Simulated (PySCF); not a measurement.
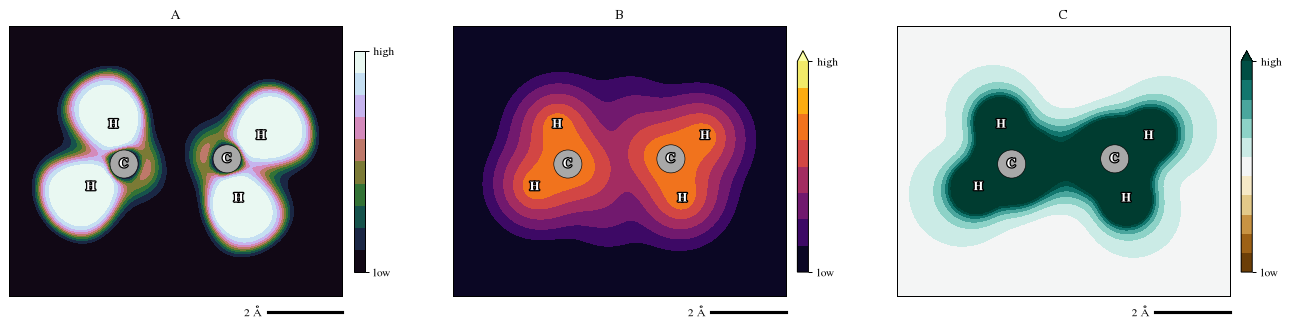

C₄H₈O₂ (SMILES C1COCCO1): 3 fields on the plane of atoms H9, C2 and H10, with unlabelled colour scales. Grey discs cover the atomic cores.

Geometry: PBE0-D3(BJ)/def2-TZVP.

All numbers below come from PySCF 2.14.0, PBE0/pcSseg-2, SCF density, gas phase, non-relativistic.

```
atom    x (Å)    y (Å)    z (Å)
   C   0.5515   1.2675   0.0344
   C   1.1319   0.0909   0.7863
   O   0.1216  -0.8356   1.1217
   C  -0.5523  -1.2685  -0.0401
   C  -1.1328  -0.0923  -0.7925
   O  -0.1238   0.8355  -1.1266
   H  -0.1425   1.8155   0.6897
   H   1.3407   1.9496  -0.2891
   H   1.8985  -0.3989   0.1670
   H   1.5918   0.4160   1.7220
   H  -1.3412  -1.9513   0.2825
   H   0.1432  -1.8157  -0.6944
   H  -1.5913  -0.4179  -1.7287
   H  -1.9012   0.3961  -0.1741
```

Which field does each panel show? The fields are: electron density, electron localisation function and electrostatic potential.

Panel A: electron localisation function. Panel B: electron density. Panel C: electrostatic potential (strongly positive close to the atoms and fading to about zero outside). From the grid: C–H (1.09 Å): ρ at the midpoint is about 2 e/Å³; the ELF climbs to about 1 towards the hydrogen, as it does in any bond to H: an ordinary covalent bond to hydrogen.
